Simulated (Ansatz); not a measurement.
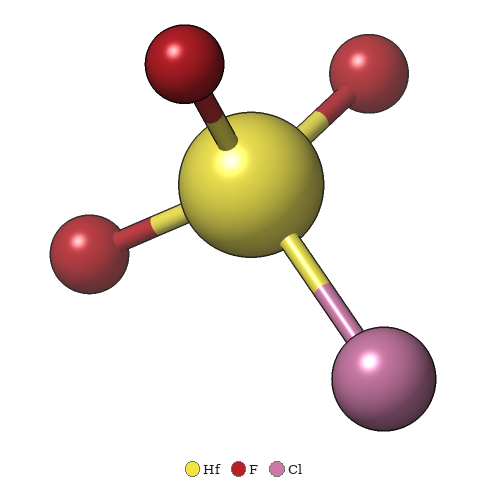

A ball-and-stick model of a molecule. Every bond is drawn as one stick, whatever its order.

Charge 0, singlet. The geometry was computed by an optimisation with PBE0-D4/def2-TZVP.

Describe the molecule.

Formula HfClF3. The point group is C3v. Coordination: 1 Hf tetrahedral.

More results for the same structure follow; atom numbers are the same in all pictures, views and colours differ.

**Vibrations**

Harmonic vibrations computed with RKS PBE0-D4/def2-TZVP, core potentials on Hf (Ansatz 0.2.0) at a stationary point of the same level.

List the wavenumbers.

Answer. 9 modes: 126, 126, 164, 169, 169, 390, 657, 657, 675 cm⁻¹.

**Electronic properties**

Level of theory: RKS PBE0-D4/def2-TZVPP, core potentials on Hf (Ansatz 0.2.0).

What is the LUMO energy (Kohn–Sham orbital)?

Answer. −1.08 eV.

What is the HOMO energy (Kohn–Sham orbital)?

Answer. −10.03 eV.

**Charges**

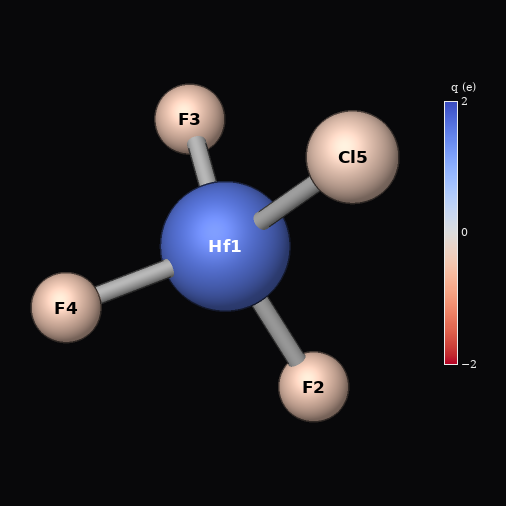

Atoms are coloured by their Mulliken charges. Level of theory: RKS PBE0-D4/def2-TZVP, core potentials on Hf (Ansatz 0.2.0).

Give the Mulliken charges atom by atom.

| atom | value (e) |
| --- | --- |
| Hf1 | 1.58 |
| F2 | −0.41 |
| F3 | −0.41 |
| F4 | −0.41 |
| Cl5 | −0.36 |

Mulliken values depend strongly on the basis set and can even reverse the polarity of a bond.
